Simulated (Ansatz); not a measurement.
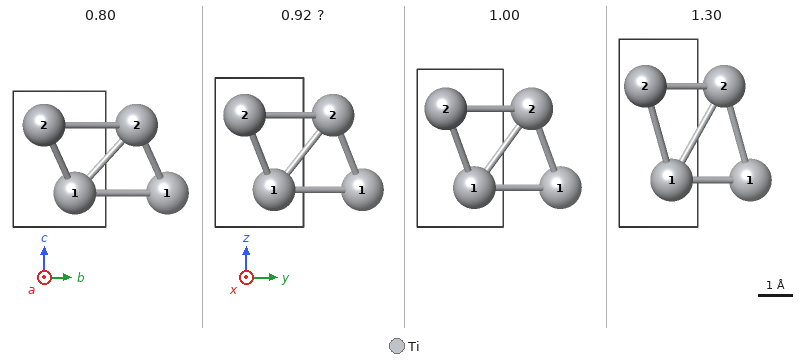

A scan of crystalline Ti (P6_3/mmc): the ratio of the cell's length along z to its lengths across, counted as 1 for the reference, is changed at fixed volume (a c/a path), with the atoms kept at their fractional coordinates. x, y and z are the Cartesian axes of the input. Style: ball-and-stick. Shown: the cell of the calculation, repeated 2 × 2 × 1 with one cell outlined, along the a axis.

All numbers below come from DFT LDA, scalar-relativistic, plane waves, PAW (Ansatz). (plane-wave cutoff 420 eV; k-point mesh 21 × 21 × 12; occupations gaussian; smearing width 0.15 eV; no spin polarisation). Energies (free energies at the smearing named) are counted from the cell as listed in its source, which wasn't relaxed.

```json
{"axial ratio over its reference value": "0.80", "E − E(ref) (meV/atom)": "129.8"}
{"axial ratio over its reference value": "0.85", "E − E(ref) (meV/atom)": "73.2"}
{"axial ratio over its reference value": "0.92", "E − E(ref) (meV/atom)": "?"}
{"axial ratio over its reference value": "0.96", "E − E(ref) (meV/atom)": "3.8"}
{"axial ratio over its reference value": "1.00", "E − E(ref) (meV/atom)": "0.0"}
{"axial ratio over its reference value": "1.05", "E − E(ref) (meV/atom)": "10.1"}
{"axial ratio over its reference value": "1.10", "E − E(ref) (meV/atom)": "32.9"}
{"axial ratio over its reference value": "1.20", "E − E(ref) (meV/atom)": "97.3"}
{"axial ratio over its reference value": "1.30", "E − E(ref) (meV/atom)": "170.7"}
```

**Fill in the missing row.**

A straight line between the two neighbours gives 29.0 meV/atom. A cubic through the four nearest rows (0.80, 0.85, 0.96, 1.00) gives, with Lagrange weights, (−0.1400)(129.8) + (0.4655)(73.2) + (0.9545)(3.8) + (−0.2800)(0.0) = 19.5 meV/atom. The calculation gives 19.6 meV/atom, so the cubic is 0.1 meV/atom too low and the straight line 9.4 meV/atom too high, as the curve bends upwards here.

The whole profile:

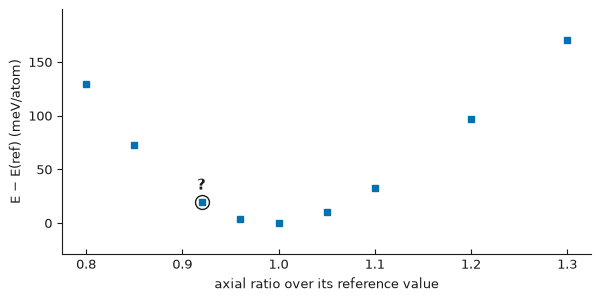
